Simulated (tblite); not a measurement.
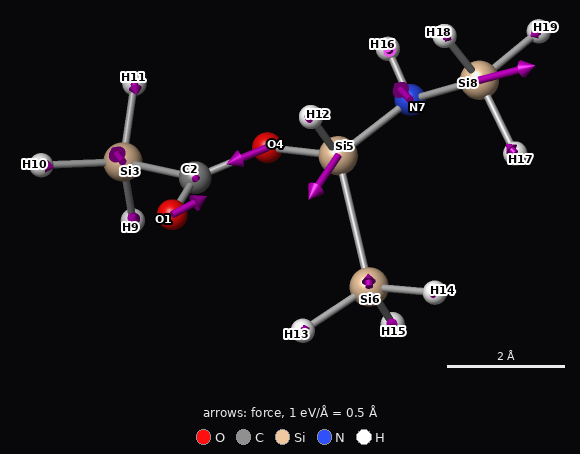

Starting geometry of CH11NO2Si4 with the computed forces as purple arrows. A ball-and-stick model, seen at a tilt.

Method: GFN2-xTB geometry optimisation, gas phase (tblite 0.8.0). 

> Is this structure relaxed? If not, where do the atoms go?

It isn't relaxed: the largest force vector, on Si8, is 2.29 eV/Å. The final displacements have little in common with the starting forces (cosine between the two patterns 0.19). The largest move after the best rigid fit is that of H9, 1.76 Å. By element the largest moves are H 1.76 Å, O 1.43 Å, Si 0.46 Å, C 0.44 Å, N 0.34 Å. Some distances before and after: O1–Si6 3.627 → 2.663 Å, Si5–Si6 2.351 → 2.294 Å, N7–Si8 1.686 → 1.730 Å, C2–O4 1.357 → 1.314 Å. Bond angles that change, for instance: Si5–N7–Si8 111.9° → 126.3°, Si6–Si5–H12 111.2° → 120.7°, O4–Si5–H12 107.2° → 98.0°. Groups turn about O4–Si5 by about 55°. Over 272 geometry steps the energy falls by 13.3 kcal/mol.
